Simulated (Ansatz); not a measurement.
```xyz
10
charge 0, multiplicity 1
C    -1.5622   -0.5234    0.2894
Ga   -0.0024    0.2613   -0.5702
O     1.6531    0.0481    0.7351
Cl    1.0378   -0.7766   -2.1841
Cl    0.2589    2.4258   -0.6730
H    -1.7703   -0.0134    1.2306
H    -1.3937   -1.5837    0.4807
H    -2.4318   -0.4210   -0.3615
H     2.3134   -0.4197    0.2047
H     1.9801    0.9514    0.8513
```

Work out the structure from the coordinates.

The molecule is CH5Cl2GaO. As SMILES it reads `[CH3][Ga-]([OH2+])([Cl])[Cl]`. This geometry has Cs symmetry. Coordination, clear cases only: 1 C tetrahedral; 1 O trigonal pyramidal.

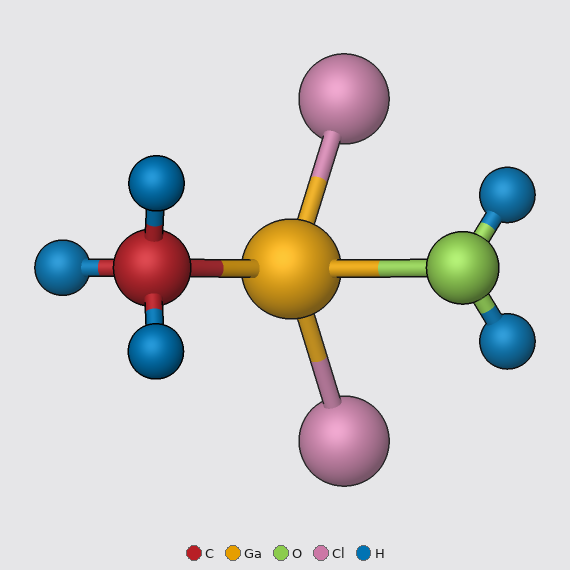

The picture comes from a calculation with Ansatz.
